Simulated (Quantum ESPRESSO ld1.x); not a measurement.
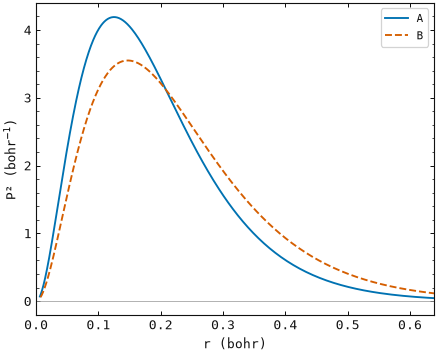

Two nuclei with the same 7 electrons, [He] 2s2 2p3 (open shells shared over both j by 2j + 1), were computed: Z = 7.1 with 7 electrons; Z = 8.3 with 7 electrons. The calculation used Quantum ESPRESSO ld1.x 7.5 at this level: Dirac Kohn-Sham, relativistic LDA (MacDonald-Vosko exchange, VWN5 correlation), spin-unpolarised, spherical densities, point nucleus.

The plot shows P² of the 1s orbital in both runs (large components where relativistic).

### Assign A and B.

A is Z = 8.3 with 7 electrons (⟨r⟩ = 0.193 bohr, eigenvalue −579.1 eV); B is Z = 7.1 with 7 electrons (⟨r⟩ = 0.228 bohr, eigenvalue −394.8 eV). The larger nuclear charge pulls the orbital in.
